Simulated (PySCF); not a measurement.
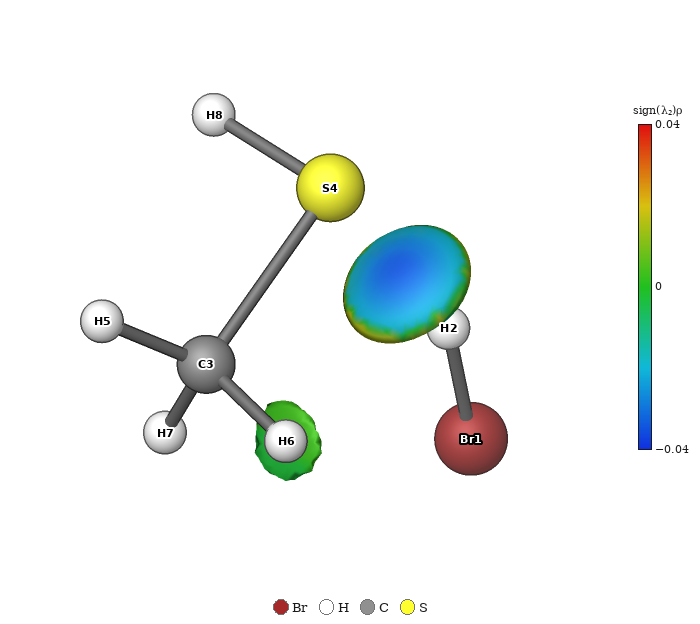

Figure. CH5BrS, SMILES `Br.CS`. Non-covalent interaction surfaces between the fragments (reduced density gradient s = 0.6, coloured by sign(λ₂)ρ in a.u.; trimmed to the region between the fragments where ρ is under 0.06 a.u.). Fragment A: HBr (atoms 1–2); fragment B: H4CS.

Level of theory: B3LYP/def2-SVPD (PySCF), at a geometry from GFN2-xTB. GFN2-xTB bond lengths at metals and heavier atoms can be off by up to 0.1 Å and shapes distorted, which carries into these values.

The calculation's input:

```python
import numpy as np
from pyscf import gto, scf, dft
from pyscf.scf import atom_ks, atom_hf
from scipy.linalg import block_diag
from pyscf.dispersion import dftd3

def solve(mol, dm0=None, hcore=None):
    mf = (dft.UKS if mol.spin else dft.RKS)(mol, xc='b3lyp')
    mf.grids.level = 3
    mf = mf.density_fit(auxbasis='def2-universal-jkfit')
    mf.conv_tol, mf.max_cycle = 1e-8, 80
    if hcore is not None:
        mf.get_hcore = lambda *args: hcore
    mf.kernel(dm0)
    if not mf.converged:
        mf = mf.newton().run(mf.mo_coeff, mf.mo_occ, max_cycle=30)
    assert mf.converged, 'SCF not converged'
    return mf

mol = gto.M(atom='''
Br     1.57758     0.03252     0.00410
H      0.25867    -0.45775    -0.19039
C     -2.30880     1.11974     0.01366
S     -2.02891    -0.67956    -0.08189
H     -3.28199     1.30915     0.45457
H     -2.28542     1.48765    -1.00706
H     -1.52009     1.58487     0.59685
H     -2.07122    -0.90752     1.23065
''', basis='def2-svpd', charge=0, spin=0, verbose=4)
mol_a = gto.M(atom='''
Br     1.57758     0.03252     0.00410
H      0.25867    -0.45775    -0.19039
ghost-C     -2.30880     1.11974     0.01366
ghost-S     -2.02891    -0.67956    -0.08189
ghost-H     -3.28199     1.30915     0.45457
ghost-H     -2.28542     1.48765    -1.00706
ghost-H     -1.52009     1.58487     0.59685
ghost-H     -2.07122    -0.90752     1.23065
''', basis='def2-svpd', charge=0, spin=0, verbose=4)
mol_b = gto.M(atom='''
ghost-Br     1.57758     0.03252     0.00410
ghost-H      0.25867    -0.45775    -0.19039
C     -2.30880     1.11974     0.01366
S     -2.02891    -0.67956    -0.08189
H     -3.28199     1.30915     0.45457
H     -2.28542     1.48765    -1.00706
H     -1.52009     1.58487     0.59685
H     -2.07122    -0.90752     1.23065
''', basis='def2-svpd', charge=0, spin=0, verbose=4)
ab, a, b = solve(mol), solve(mol_a), solve(mol_b)
e_int = ab.e_tot - a.e_tot - b.e_tot
print('counterpoise-corrected interaction energy / kcal/mol', e_int * 627.5095)
def disp(atoms, charge):
    m = gto.M(atom=atoms, charge=charge, basis='sto-3g', spin=None, unit='Bohr', verbose=0)
    return dftd3.DFTD3Dispersion(m, xc='b3lyp', version='d3bj').get_dispersion()['energy']
e_disp = disp(mol._atom, mol.charge) - disp(mol._atom[:2], mol_a.charge) - disp(mol._atom[2:], mol_b.charge)
print('D3(BJ) part / kcal/mol', e_disp * 627.5095)
# spherically averaged free atoms, for the promolecule
atm = atom_ks.get_atm_nrks(mol, xc='b3lyp')
pro = block_diag(*[(atm[a[0]][2] * atm[a[0]][3]) @ atm[a[0]][2].T for a in mol._atom])
np.savez('result.npz', e_int=e_int, e_disp=e_disp, dm_a=a.make_rdm1(), dm_b=b.make_rdm1(), c=ab.mo_coeff, occ=ab.mo_occ, eps=ab.mo_energy, pro=pro, d=[f.dip_moment(verbose=0) for f in (ab, a, b)])
```

Launched as:

```sh
OMP_NUM_THREADS=1 python input.py
```

The run took 25 s on 1 thread of AMD EPYC 7R43 64-Core Processor (Zen 3), with other jobs on the host, peak memory 0.59 GiB.

Partitions, critical points and surface values were worked out afterwards from this run's density.

Which interactions hold the two fragments together?

Bond critical points between the fragments: H2···S4, hydrogen bond, 2.30 Å, ρ = 0.026 a.u. It appears blue (attractive, sign(λ₂)ρ well below zero). The pose is a local one from a semi-empirical search, not shown to be the most stable.

How strongly are they bound?

The counterpoise-corrected interaction energy of the frozen fragments is −3.0 kcal/mol without dispersion correction and −5.4 kcal/mol with D3(BJ). The pair geometry is semi-empirical, not a minimum at this level.
